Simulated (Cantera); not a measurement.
Feed: 1 mol CF4, 7.2 mol H2, held at 0.0133 bar.

Cantera equilibrium calculation (NASA polynomials, part measured and part estimated; ideal gas, pure solids and liquids). Candidate condensed phases: C, C6H6, C7H8, C8H18; 95 gas species. Equilibrium is a limit: real reactors are often held back by kinetics, nucleation or transport.

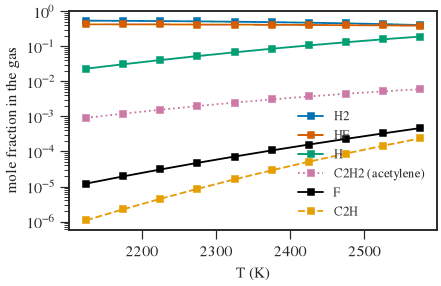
Equilibrium gas composition (values under 1e-9 drawn at 1e-9)

Q: Read off the mole fractions at 2225 K.

A: H2 about 0.53, HF about 0.43, H about 0.041, C2H2 (acetylene) about 0.0016, F about 3.1e-5, C2H about 4.5e-6.
